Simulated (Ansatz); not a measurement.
## Electronic structure of H₇SSiSn (SMILES [SiH3][SnH2][SH2+]) (charge +1) in real space

```xyz
10

S    -1.7766   -2.9646    0.4800
Si    1.4904   -0.4750    0.7252
Sn   -0.3799   -1.1527   -0.9206
H     2.2314   -1.7291    1.0262
H     2.3131    0.5357    0.0107
H     0.7927    0.0729    1.9191
H    -0.0874   -2.2240   -2.2121
H    -1.7376   -0.1594   -1.1871
H    -0.7588   -3.7388    0.9310
H    -1.9086   -2.2956    1.6520
```

Geometry: PBE0-D3(BJ)/def2-SVP; core potentials replace the inner electrons of Sn.

The calculation used isolated molecule in a Gaussian basis; Kohn-Sham density functional theory, functional PBE0 (Ansatz 0.2.0).

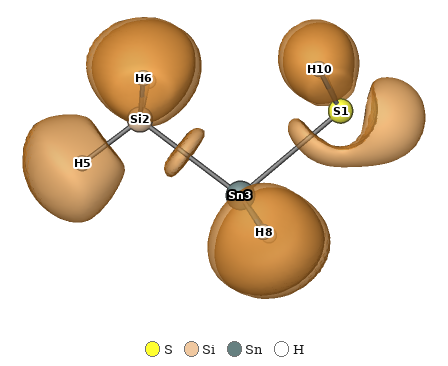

Figure 1. Isosurface of the electron localisation function at 0.85 (orange), seen across its widest extent. Only the valence region is drawn (cores and ρ < 0.01 e/Å³ removed).

> Where are the electrons localised?

At this value the surface marks out one region between bonded Si–Sn atoms (shared pairs), seven regions around hydrogen nuclei and one region wrapped around S (its valence shell).


Si–Sn (2.58 Å): the ELF peaks at about 0.95 between the atoms; a shared electron pair. Sn–S (2.68 Å): the ELF peaks at about 0.95 in the valence shell of S, 0.9 Å from its nucleus, and drops to about 0.15 between the two atoms.

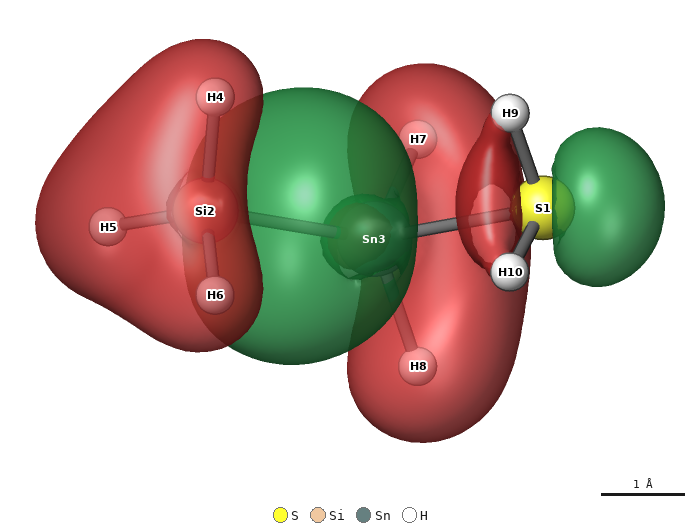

Figure 2. The HOMO at ±0.06 Å⁻³ᐟ² (green and red are the two phases), seen from one side.

> What is the character of this orbital?

By Hirshfeld shares it lies mainly on Sn3 (about 40 %), Si2 (about 30 %), H7 (about 5 %), H8 (about 5 %) and S1 (about 5 %). Its energy is −12.78 eV.

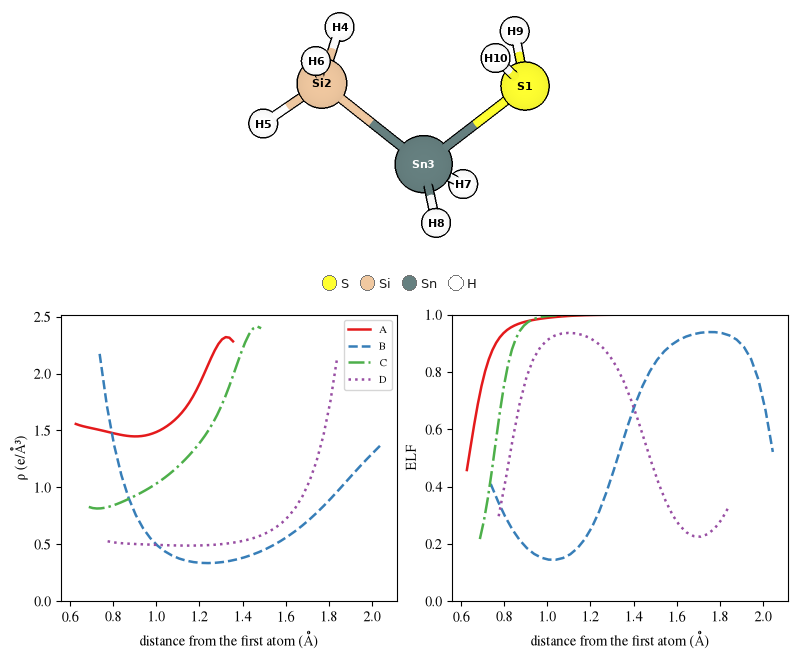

Figure 3. Electron density and ELF along straight lines between neighbouring atoms. The curves leave out the atomic cores. The structure is drawn too.

> Which curve belongs to which contact (Si–H, Si–Sn, Sn–S and S–H)? The first atom named is at distance zero.

Curve A: S–H (1.36 Å): the density is about 1.5 e/Å³ at the midpoint; the ELF climbs to about 1 towards the hydrogen, as it does in any bond to H. Curve B: Sn–S (2.68 Å): ρ is about 0.35 e/Å³ halfway; the ELF peaks at about 0.95 in the valence shell of S, 0.9 Å from its nucleus, and drops to about 0.15 between the two atoms. Curve C: Si–H (1.49 Å): the density is about 0.82 e/Å³ at the midpoint; the ELF climbs to about 1 towards the hydrogen. Curve D: Si–Sn (2.58 Å): ρ is about 0.5 e/Å³ halfway; the ELF peaks at about 0.95 between the atoms: a shared electron pair.
